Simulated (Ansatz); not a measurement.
# One shape, several levels: quartet GeH3

Aim: a comparison of 6 runs (U-r2SCAN0/def2-TZVPP, U-revPBE/def2-TZVPP, UPBE-QIDH/def2-TZVPP, USVWN5/def2-TZVPP, RPA@PBE0/def2-TZVPP, UCCSD(T)/def2-TZVPP) of quartet GeH3. 

Program for the calculation: Ansatz 0.2.0.

41 further runs of the same task are left out: 41 set aside as unsound or not needed.

## (1) The structure to begin with

The species is GeH3 (4 atoms), meant as a quartet with charge 0. SMILES of the parent species: `[GeH3]`. The coordinates come from a PBE0-D4/def2-TZVP relaxation. That shape belongs to the parent species and isn't relaxed for this state.

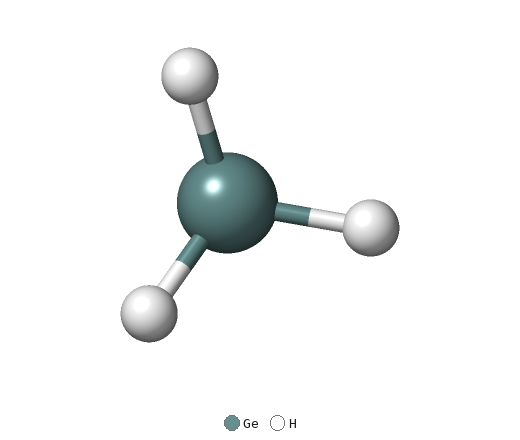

The structure, seen from a chosen angle (germanium teal, hydrogen white).

## (2) The energy at U-r2SCAN0/def2-TZVPP (run 1)

input.yaml

```yaml
crystal:
  periodic: [false, false, false]
  atoms:
    - {symbol: Ge, position_ang: [0.214600, -0.125900, -0.249400]}
    - {symbol: H, position_ang: [1.055000, 0.109600, 1.018300]}
    - {symbol: H, position_ang: [-0.882800, -1.175900, -0.000100]}
    - {symbol: H, position_ang: [-0.386800, 1.192200, -0.768800]}
basis:
  gaussian: {orbitals: def2-TZVPP}
magnetization: {spin_polarized: true, initial_magnetization: 3}
hamiltonian: {xc: {name: r2SCAN0}}
accuracy: high
output: {orbitals: {seedname: orbitals}}
```

Command:

```console
$ ansatz run input.yaml --threads 1 --pin off --max-ram 3480MiB --events-out events.jsonl --progress --plain --runs-dir runs
```

Output:

```text
Warning: RAYON_NUM_THREADS=1 ignored (pool sized by the plan → 1); use --threads N
Functional definition: r2SCAN0
  name "r2SCAN0"
  parameter a = 0.25
  parameter k0 = 0.174
  parameter k1 = 0.065
  parameter a1 = 4.9479
  exchange = (1 - a)*r2scan_x(k0 = k0, k1 = k1, a1 = a1) + a*exact_x
  correlation = r2scan_c
1427 factors; integrals over basis functions are off by at most 4.4e-9 eV
mean field evaluation 1: about -56555.9486 eV, gradient 1.0e1 eV
mean field evaluation 2: about -56556.3266 eV, gradient 8.9e0 eV
mean field evaluation 4: about -56556.7067 eV, gradient 7.6e-1 eV
mean field evaluation 8: about -56556.7774 eV, gradient 2.8e-1 eV
mean field evaluation 16: about -56556.8073 eV, gradient 1.3e-1 eV
mean field evaluation 32: about -56556.7764 eV, gradient 1.2e0 eV
mean field -56556.80812780 eV, -2078.4243631154 hartree, gradient 1.5e-8 eV, S^2 3.757167; 6 other end points of the search recorded, 0 dependent functions left out
reference -56556.80812943 eV, -2078.4243631750 hartree; 19, 16 occupied and 71, 74 virtual orbitals, 1427 factors
Total energy: -56556.80812943 eV, -2078.4243631750 hartree
```

Run time: 24 s. Hardware: 1 thread of Arm Neoverse V1, shared host; peak memory 0.35 GiB.

## (3) A single-point energy at U-revPBE/def2-TZVPP (run 2)

molecule.yaml

```yaml
basis:
  gaussian: {orbitals: def2-TZVPP}
crystal:
  periodic: [false, false, false]
  atoms:
    - {symbol: Ge, position_ang: [0.214600, -0.125900, -0.249400]}
    - {symbol: H, position_ang: [1.055000, 0.109600, 1.018300]}
    - {symbol: H, position_ang: [-0.882800, -1.175900, -0.000100]}
    - {symbol: H, position_ang: [-0.386800, 1.192200, -0.768800]}
magnetization: {spin_polarized: true, initial_magnetization: 3}
hamiltonian: {xc: {name: revPBE}}
accuracy: high
output: {orbitals: {seedname: orbitals}}
```

Command:

```console
$ ansatz run molecule.yaml --threads 1 --pin off --max-ram 3480MiB --events-out events.jsonl --progress --plain --runs-dir runs
```

Output (excerpt; [...] marks lines left out):

```text
Warning: RAYON_NUM_THREADS=1 ignored (pool sized by the plan → 1); use --threads N
Functional definition: revPBE
  name "revPBE"
[...]
1427 factors; integrals over basis functions are off by at most 4.4e-9 eV
[...]
mean field -56553.51811228 eV, -2078.3034572748 hartree, gradient 4.4e-8 eV, S^2 3.753253; 16 other end points of the search recorded, 0 dependent functions left out
reference -56553.51811589 eV, -2078.3034574076 hartree; 19, 16 occupied and 71, 74 virtual orbitals, 1427 factors
Total energy: -56553.51811589 eV, -2078.3034574076 hartree
```

It took 32 s on 1 thread of Arm Neoverse V1, shared host; peak memory 0.22 GiB.

Run 3 isn't shown in full; the table further down has it.

## (4) A single-point energy at USVWN5/def2-TZVPP (run 4)

input.yaml

```yaml
basis:
  gaussian:
    orbitals: def2-TZVPP
crystal:
  periodic: [false, false, false]
  atoms:
    - {symbol: Ge, position_ang: [0.214600, -0.125900, -0.249400]}
    - {symbol: H, position_ang: [1.055000, 0.109600, 1.018300]}
    - {symbol: H, position_ang: [-0.882800, -1.175900, -0.000100]}
    - {symbol: H, position_ang: [-0.386800, 1.192200, -0.768800]}
hamiltonian:
  xc: {name: SVWN5}
total_charge: 0
magnetization:
  spin_polarized: true
  initial_magnetization: 3
output: {orbitals: {seedname: orbitals}}
accuracy: high
```

Command:

```console
$ ansatz run input.yaml --threads 1 --pin off --max-ram 3480MiB --events-out events.jsonl --progress --plain --runs-dir runs
```

Output:

```text
Warning: RAYON_NUM_THREADS=1 ignored (pool sized by the plan → 1); use --threads N
Functional definition: SVWN5
  name "SVWN5"
  exchange = slater_x
  correlation = vwn5_c
1427 factors; integrals over basis functions are off by at most 4.4e-9 eV
mean field evaluation 1: about -56469.9065 eV, gradient 1.9e1 eV
mean field evaluation 2: about -56466.5946 eV, gradient 2.8e1 eV
mean field evaluation 4: about -56470.0785 eV, gradient 8.6e0 eV
mean field evaluation 8: about -56470.7679 eV, gradient 4.5e0 eV
mean field evaluation 16: about -56471.0122 eV, gradient 2.0e0 eV
mean field evaluation 32: about -56469.9756 eV, gradient 5.6e0 eV
mean field evaluation 64: about -56471.0631 eV, gradient 2.6e-8 eV
mean field evaluation 96: about -56469.6280 eV, gradient 9.9e0 eV
mean field evaluation 128: about -56471.0191 eV, gradient 1.7e-1 eV
mean field -56471.06305611 eV, -2075.2732898507 hartree, gradient 2.0e-8 eV, S^2 3.751714; 16 other end points of the search recorded, 0 dependent functions left out
reference -56471.06305851 eV, -2075.2732899390 hartree; 19, 16 occupied and 71, 74 virtual orbitals, 1427 factors
Total energy: -56471.06305851 eV, -2075.2732899390 hartree
```

Wall time 12 s (1 thread of Arm Neoverse V1, shared host); peak memory 0.2 GiB.

Run 5 isn't shown in full; the table further down has it.

## (5) The energy at UCCSD(T)/def2-TZVPP (run 6)

run.yaml

```yaml
crystal:
  periodic: [false, false, false]
  atoms:
    - {symbol: Ge, position_ang: [0.214600, -0.125900, -0.249400]}
    - {symbol: H, position_ang: [1.055000, 0.109600, 1.018300]}
    - {symbol: H, position_ang: [-0.882800, -1.175900, -0.000100]}
    - {symbol: H, position_ang: [-0.386800, 1.192200, -0.768800]}
basis:
  gaussian:
    orbitals: def2-TZVPP
magnetization:
  spin_polarized: true
  initial_magnetization: 3
scf:
  omitted_lower_state_checks: [cluster_reference, increment]
accuracy: high
correlation:
  method: ccsd_t
  frozen_orbitals: {Ge: 9, H: 0}
```

Command:

```console
$ ansatz run run.yaml --threads 1 --pin off --max-ram 3480MiB --events-out events.jsonl --progress --plain --runs-dir runs
```

Output:

```text
Warning: RAYON_NUM_THREADS=1 ignored (pool sized by the plan → 1); use --threads N
[... 16 lines left out ...]
9 core orbitals not correlated: weight in the atoms' cores, before any rotation towards them, 1.000 or more for the frozen orbitals, at most 0.000 for the correlated occupied ones
[... 42 lines left out ...]
Total energy: -56519.15400238 eV, -2077.0405995290 hartree
Checks for a lower state left out: cluster_reference, increment
```

It took 57 s on 1 thread of Arm Neoverse V1, shared host; peak memory 0.87 GiB.

## (6) The series

| run | level | frozen core orbitals | energy (Eh) | HOMO energy (eV) | ⟨S²⟩ | wall time |
| --- | --- | --- | --- | --- | --- | --- |
| 1 | U-r2SCAN0/def2-TZVPP | – | -2078.424363 | -2.25 | 3.757 | 24 s |
| 2 | U-revPBE/def2-TZVPP | – | -2078.303457 | -1.34 | 3.753 | 32 s |
| 3 | UPBE-QIDH/def2-TZVPP | 9 | -2077.850084 | -3.41 | 3.757 | 12 s |
| 4 | USVWN5/def2-TZVPP | – | -2075.273290 | -1.44 | 3.752 | 12 s |
| 5 | RPA@PBE0/def2-TZVPP | 9 | -2077.143140 | – | 3.754 | 29 s |
| 6 | UCCSD(T)/def2-TZVPP | 9 | -2077.040600 | – | 3.760 | 57 s |

## (7) Summary of results

| quantity | value |
| --- | --- |
| run 6: total energy | -2077.04060 Eh |
| run 6: correlation energy (9 core orbitals frozen) | -265.7 mEh |
| run 6: (T) correction | -9.90 mEh |
| run 6: ⟨S²⟩ of the reference determinant | 3.760 |
| run 6: T1 diagnostic | 0.024 |

In words: Totals of different functionals can't be ranked against each other. All runs together took 2.7 min, the longest 57 s.
